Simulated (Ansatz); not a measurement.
# BFH₃OSi−: an energy map over bond length B2–F3 and bond length B2–Si4

How does the energy of BFH3OSi, SMILES [O-]B(F)[SiH3], charge −1 change over two coordinates at once? A grid of runs gives the map.

Program: Ansatz 0.2.0. Level of theory: RKS CAM-B3LYP-D4/def2-SVPD. These are calculated values, not measurements.

## (1) Where the work starts

SMILES `[O-]B(F)[SiH3]`, 7 atoms, charge -1, spin multiplicity 1.

Atoms are counted from 1 here; the program's logs count them from 0.

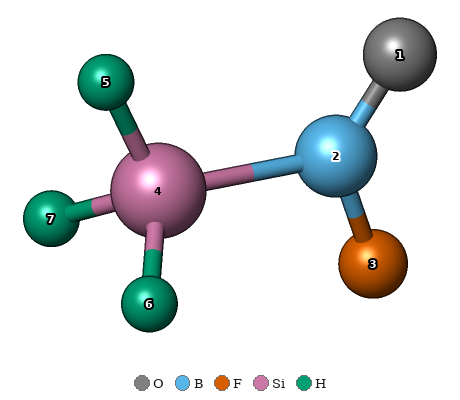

Start geometry, drawn with oxygen grey, boron blue, fluorine orange, silicon pink, hydrogen teal; atoms are numbered from 1 in the order of the file.

Coordinates:

```csv
atom,x (Å),y (Å),z (Å)
O1,1.9780,-0.2500,1.1535
B2,0.8090,-0.6298,0.8002
F3,0.1395,-1.8295,1.2153
Si4,-0.4361,0.4248,-0.4876
H5,0.1673,1.7080,-1.0322
H6,-1.7684,0.8868,0.0971
H7,-0.8893,-0.3104,-1.7463
```

This geometry comes from a loose relaxation at PBE in a small basis, which is not shown.

## (3) Plan of the scan

The axes are (1) bond length B2–F3: 13 values from 1.164 to 2.130 Å; (2) bond length B2–Si4: 13 values from 1.777 to 2.893 Å.

Nothing else is relaxed (all other coordinates rigid). Energies count from the relaxed molecule at the same level.

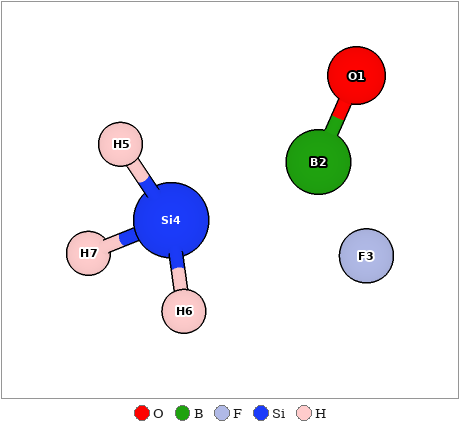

The geometry at bond length B2–F3 = 1.728 Å, bond length B2–Si4 = 2.335 Å.

(The set-up runs are not shown.)

## (4) Point bond length B2–F3 = 1.728 Å, bond length B2–Si4 = 2.335 Å

Contents of input.yaml:

```yaml
crystal:
  periodic: [false, false, false]
  atoms:
    - { symbol: O, position_ang: [1.957529, -0.256764, 1.14513] }
    - { symbol: B, position_ang: [0.800139, -0.62184, 0.790763] }
    - { symbol: F, position_ang: [-0.003583, -2.066406, 1.293996] }
    - { symbol: Si, position_ang: [-0.596717, 0.565132, -0.655652] }
    - { symbol: H, position_ang: [0.002765, 1.833947, -1.192405] }
    - { symbol: H, position_ang: [-1.910948, 1.011921, -0.064197] }
    - { symbol: H, position_ang: [-1.035651, -0.176875, -1.893972] }
total_charge: -1
basis:
  gaussian: { orbitals: def2-SVPD }
hamiltonian:
  xc: { name: CAM-B3LYP }
  dispersion: d4
output:
  forces: true
```

Run with:

```sh
> ansatz run input.yaml --threads 1 --pin off --max-ram 2560MiB --backend cpu --events-out ev --progress --plain --runs-dir out
```

The session goes on with these runs: the other points that were computed.

**Question.** What will these runs give? Wanted: lowest point; highest computed point; largest force on an atom.

As calculated:

| quantity | value |
| --- | --- |
| lowest point | bond length B2–F3 = 1.406 Å, bond length B2–Si4 = 2.056 Å, 0.31 kJ/mol |
| highest computed point | bond length B2–F3 = 2.130 Å, bond length B2–Si4 = 2.893 Å, 359 kJ/mol above the lowest |
| largest force on an atom (eV/Å) | 0.4 at bond length B2–F3 = 1.406 Å, bond length B2–Si4 = 2.056 Å to 15.8 at bond length B2–F3 = 1.164 Å, bond length B2–Si4 = 1.777 Å; 0.4 at the lowest point |
| time for the whole task | 13 min on 1 thread, shared host |

**Reading.** The lowest computed point is at bond length B2–F3 = 1.406 Å, bond length B2–Si4 = 2.056 Å, 0.31 kJ/mol from the relaxed molecule at the same level. No other kind of well shows on this grid. The highest computed point, bond length B2–F3 = 2.130 Å, bond length B2–Si4 = 2.893 Å, lies 359 kJ/mol above the lowest. Round the minimum the valley is somewhat tilted: raising bond length B2–F3 shifts the best value of bond length B2–Si4 downwards (coupling k₁₂/√(k₁₁k₂₂) about 0.1).
